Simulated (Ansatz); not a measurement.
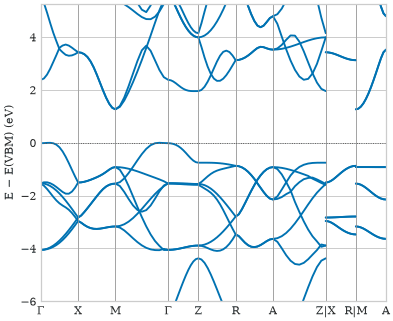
Fig. 1. Band structure from plane-wave PAW PBE+D3(BJ) (Ansatz code)

The gap is 1.27 eV; an edge lies off the plotted path or next to a special point (maximum off the standard path, minimum at M).

The material is PbO in space group P4/nmm (No. 129; Pb on 2c, O on 2a).

The cell was relaxed with PBE+D3(BJ) under the symmetry of its start; phonons on a q-mesh show no instability. Scalar-relativistic: spin–orbit coupling is off unless named, which matters more the heavier the elements.

Potentials: the later of the program's two PAW sets.
